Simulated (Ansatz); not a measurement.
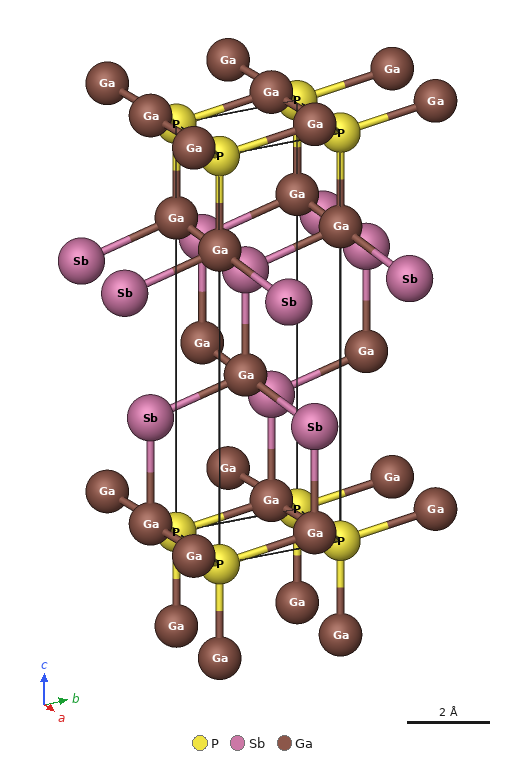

A ball-and-stick rendering, viewed slightly off an axis. The box is the conventional unit cell; atoms on or close to its faces, edges and corners are drawn wherever they repeat. The first bonded neighbours in the surrounding cells are also shown.

Ga3Sb2P, space group P3m1 (No. 156), a = 4.187 Å, b = 4.187 Å, c = 10.245 Å, α = 90.00°, β = 90.00°, γ = 120.00°. It goes back to a structure type filled with these elements by a generator (whether the compound takes this form wasn't checked). Earlier steps of the study may have refined or changed the cell and positions. It went into a calculation with Ansatz.

This one geometry was computed with Ansatz (DFT, plane waves, PAW) at three levels of theory: PBE, r2SCAN and PBE with spin-orbit coupling. It was relaxed beforehand with r2SCAN.

**Which level gives the highest pressure at this volume, and what does that say about its equilibrium volume?**

Highest: PBE (2.0 GPa) and PBE with spin-orbit coupling (2.0 GPa), which points to the largest equilibrium volume. Lowest, with the smallest volume: r2SCAN (-0.1 GPa). Levels within 0.5 GPa of each other can't be told apart.

**How does the band gap change with the level of theory?**

PBE: a metal; r2SCAN: a metal; PBE with spin-orbit coupling: a gap of 0.05 eV, indirect.

**Collect the results in a table.**

| level | cutoff (eV) | k-mesh of the run's cell | gap (eV) | pressure (GPa) |
| --- | --- | --- | --- | --- |
| PBE | 420 | 12×12×4 | metal | 2.0 |
| r2SCAN | 500 | 12×12×4 | metal | -0.1 |
| PBE with spin-orbit coupling | 420 | 12×12×4 | 0.05 | 2.0 |

Gaps are taken on the k-mesh or band path of each run.
